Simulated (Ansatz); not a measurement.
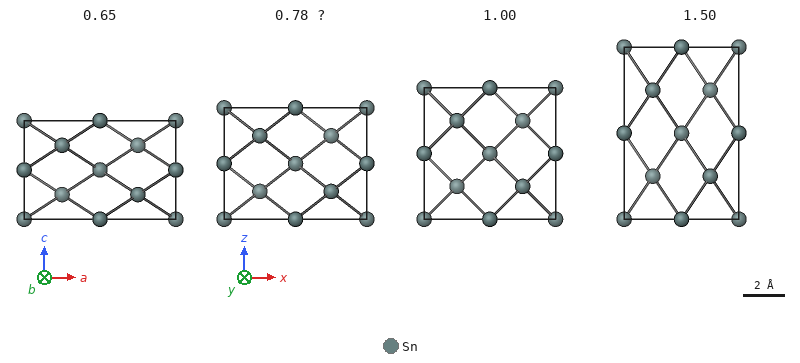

A scan of a crystal of Sn (Fd-3m): the ratio of the cell's length along z to its lengths across, counted as 1 for the reference, is changed at fixed volume (a tetragonal or Bain path), with the atoms kept at their fractional coordinates. x, y and z are the Cartesian axes of the input. Style: ball-and-stick. Shown: the conventional cell (4 times the calculation's cell), along the b axis. Lengths and directions refer to the drawn axes.

Level of theory: DFT r2SCAN, scalar-relativistic, plane waves, PAW in Ansatz. Set-up: plane-wave cutoff 500 eV; k-point mesh 10 × 10 × 10; occupations gaussian; smearing width 0.15 eV; no spin polarisation. Energies (free energies at the smearing named) are counted from the cell as listed in its source, which wasn't relaxed.

```json
{"axial ratio over its reference value": "0.650", "ΔE (meV/atom)": "217"}
{"axial ratio over its reference value": "0.707", "ΔE (meV/atom)": "166"}
{"axial ratio over its reference value": "0.780", "ΔE (meV/atom)": "?"}
{"axial ratio over its reference value": "0.850", "ΔE (meV/atom)": "53"}
{"axial ratio over its reference value": "0.920", "ΔE (meV/atom)": "16"}
{"axial ratio over its reference value": "0.960", "ΔE (meV/atom)": "4"}
{"axial ratio over its reference value": "1.000", "ΔE (meV/atom)": "0"}
{"axial ratio over its reference value": "1.050", "ΔE (meV/atom)": "6"}
{"axial ratio over its reference value": "1.100", "ΔE (meV/atom)": "25"}
{"axial ratio over its reference value": "1.200", "ΔE (meV/atom)": "97"}
{"axial ratio over its reference value": "1.300", "ΔE (meV/atom)": "202"}
{"axial ratio over its reference value": "1.414", "ΔE (meV/atom)": "316"}
{"axial ratio over its reference value": "1.500", "ΔE (meV/atom)": "378"}
```

Q: Estimate the missing energy from the other rows, and compare with the calculation.

A: A straight line between the two neighbours gives 108 meV/atom. A cubic through the four nearest rows (0.650, 0.707, 0.850, 0.920) gives, with Lagrange weights, (−0.2324)(217) + (0.7338)(166) + (0.6636)(53) + (−0.1650)(16) = 104 meV/atom. The calculation gives 105 meV/atom, so the cubic is 1 meV/atom too low and the straight line 3 meV/atom too high, as the curve bends upwards here.

The whole profile:

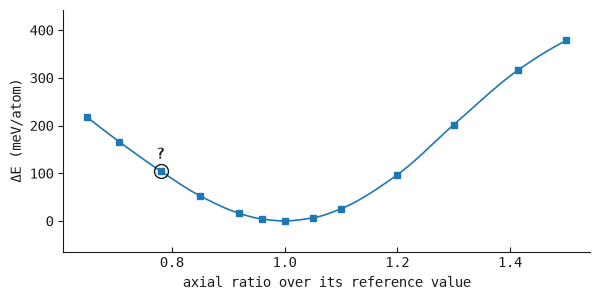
